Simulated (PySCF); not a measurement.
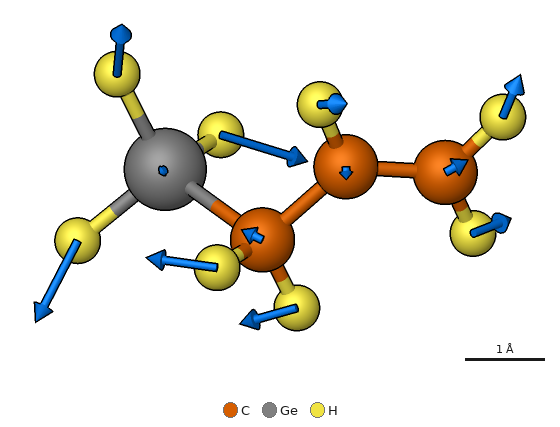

This is a relaxation of C₃H₈Ge. The starting structure is drawn; blue arrows show the displacements, 20 times their true length. The two geometries are superimposed by the best rigid fit.

A ball-and-stick model, seen at a tilt.

The start comes from GFN2-xTB.

Computed with PySCF 2.14.0, density-fitted response routines, PBE0-D3(BJ)/def2-SVP geometry optimisation, gas phase. 

Question: Which element moves most?

Answer: Hydrogen: up to 0.065 Å, against 0.018 Å for carbon.

Question: What happened in the run?

Answer: The energy falls by 0.097 eV in 4 geometry steps. The largest force component goes from 0.84 to 0.016 eV/Å. The largest move after the best rigid fit is that of an H atom, 0.065 Å. By element the largest moves are H 0.065 Å, C 0.018 Å, Ge 0.006 Å. Near-neighbour distances that change, for instance: Ge–H 1.494 → 1.539 Å, C–H 1.077 → 1.093 Å, C–C 1.321 → 1.336 Å, C–Ge 1.982 → 1.972 Å.
